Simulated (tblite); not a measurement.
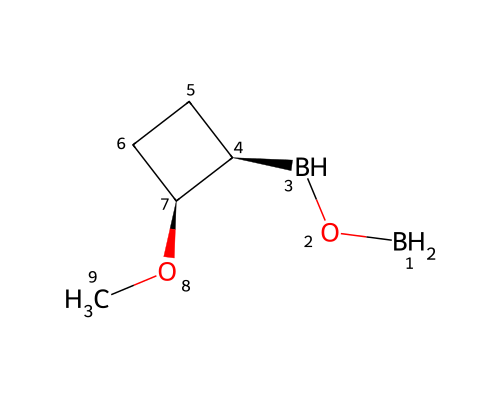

Skeletal drawing with numbered atoms; wedges and dashes mark any stereocentres. The configuration is that of a computed structure (GFN2-xTB).

Question: Assign CIP descriptors.

Answer: C4: R; C7: S.

Question: Write the isomeric SMILES.

Answer: BOB[C@@H]1CC[C@@H]1OC
